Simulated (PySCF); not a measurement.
C₆H₁₅Cl₃SSi₂

```yaml
atoms:
  - { symbol: C, position_ang: [3.7479, 1.1487, 0.6822] }
  - { symbol: C, position_ang: [2.8873, 0.4810, -0.3821] }
  - { symbol: C, position_ang: [2.1399, -0.7274, 0.1745] }
  - { symbol: C, position_ang: [1.2376, -1.3769, -0.8611] }
  - { symbol: S, position_ang: [-0.1231, -0.2660, -1.3913] }
  - { symbol: Si, position_ang: [-1.7533, -0.8375, -0.0809] }
  - { symbol: C, position_ang: [-2.4948, -2.4835, -0.7041] }
  - { symbol: Cl, position_ang: [-1.0148, -1.2136, 1.7851] }
  - { symbol: Si, position_ang: [-3.2447, 0.9442, -0.0714] }
  - { symbol: C, position_ang: [-2.4066, 2.6526, -0.0031] }
  - { symbol: Cl, position_ang: [-4.4017, 0.8637, -1.7381] }
  - { symbol: Cl, position_ang: [-4.5006, 0.7810, 1.5221] }
  - { symbol: H, position_ang: [4.4868, 0.4503, 1.0696] }
  - { symbol: H, position_ang: [3.1324, 1.4896, 1.5117] }
  - { symbol: H, position_ang: [4.2712, 2.0065, 0.2671] }
  - { symbol: H, position_ang: [3.5174, 0.1619, -1.2154] }
  - { symbol: H, position_ang: [2.1613, 1.1974, -0.7713] }
  - { symbol: H, position_ang: [1.5414, -0.4212, 1.0343] }
  - { symbol: H, position_ang: [2.8583, -1.4769, 0.5179] }
  - { symbol: H, position_ang: [0.7915, -2.2925, -0.4788] }
  - { symbol: H, position_ang: [1.7907, -1.6011, -1.7726] }
  - { symbol: H, position_ang: [-2.8901, -2.3705, -1.7099] }
  - { symbol: H, position_ang: [-3.3085, -2.8120, -0.0631] }
  - { symbol: H, position_ang: [-1.7547, -3.2812, -0.7293] }
  - { symbol: H, position_ang: [-1.8715, 2.7928, 0.9321] }
  - { symbol: H, position_ang: [-1.6888, 2.7574, -0.8120] }
  - { symbol: H, position_ang: [-3.1304, 3.4597, -0.0941] }
```

Geometry: GFN2-xTB.

Computed with PySCF, PBE0/6-31G*, SCF density, gas phase, non-relativistic.

Predict the electron density and electron localisation function between the atoms.

C–Si (1.90 Å): ρ at the midpoint is about 0.93 e/Å³; the ELF peaks at about 0.95 between the atoms (a shared electron pair).
Si–Si (2.32 Å): the density is about 0.68 e/Å³ at the midpoint; the ELF peaks at about 1 between the atoms, as expected for localised, covalent bonding.

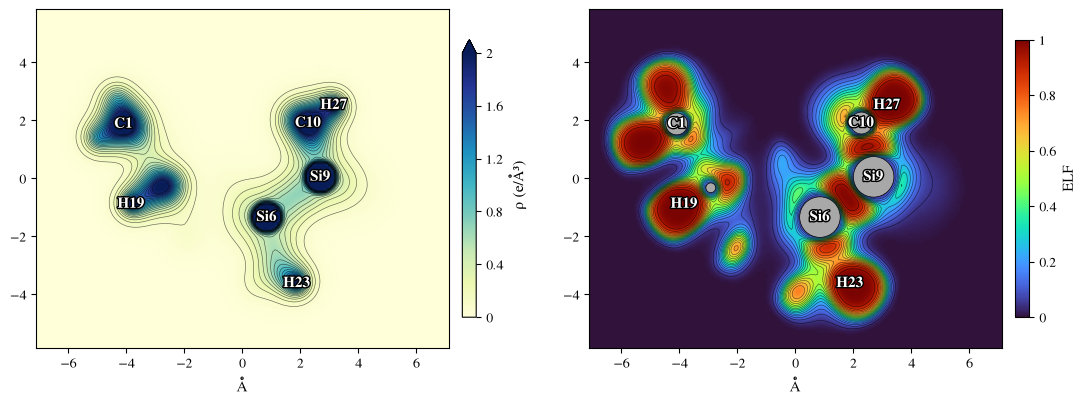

Computed electron density and electron localisation function on the plane of atoms Si9, C10 and H27, in this order. Grey discs cover the atomic cores in the ELF map. 
